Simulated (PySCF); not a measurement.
Consider C4H12N2Si (SMILES C=CCN(C)N[SiH3]).

The calculation's input:

```
{"job": {"kind": "uv", "xc": "CAM-B3LYP", "basis": "def2-SVPD", "nstates": 8, "ntriplets": 3}, "charge": 0, "multiplicity": 1}
C     -1.133531     2.071729    -1.675118
C     -1.219588     1.313609    -0.599549
C     -1.172353    -0.181360    -0.609537
N     -0.244380    -0.653933     0.409919
C     -0.266416    -2.095771     0.545109
N      1.050125    -0.177283     0.133168
Si     2.025430     0.438757     1.404770
H     -1.181125     3.145721    -1.621326
H     -1.021750     1.649573    -2.661143
H     -1.319991     1.747388     0.384783
H     -0.896943    -0.549681    -1.614297
H     -2.161558    -0.577093    -0.355660
H      0.006990    -2.613135    -0.389340
H      0.441523    -2.379300     1.321978
H     -1.264946    -2.411143     0.842360
H      1.459990    -0.578126    -0.708287
H      2.431631    -0.555819     2.412556
H      1.242031     1.481077     2.059895
H      3.215059     0.934038     0.712256
```

Launched as:

```sh
OMP_NUM_THREADS=1 python probes_run.py task.json out
```

Geometry: GFN2-xTB.

Computed with PySCF 2.14.0, CAM-B3LYP/def2-SVPD, SCF density, gas phase.

What will maps of the electron density and electron localisation function show?

C–C (1.32 Å): ρ is about 2.4 e/Å³ halfway; the ELF peaks at about 0.95 between the atoms (a multiple bond).
C–C (1.50 Å): ρ at the midpoint is about 1.8 e/Å³; the ELF peaks at about 0.95 between the atoms; a covalent bond.

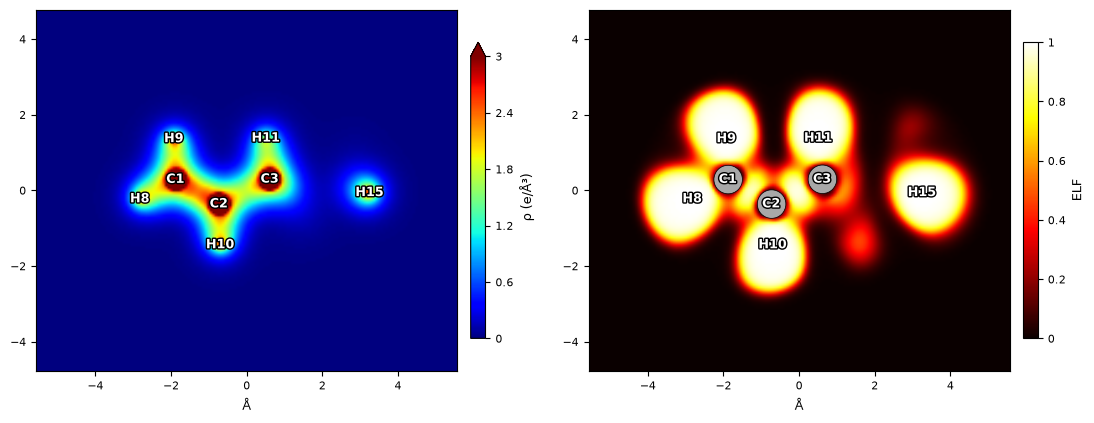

Computed electron density and electron localisation function on the plane of atoms C1, C2 and H10, in this order. Grey discs cover the atomic cores in the ELF map. 
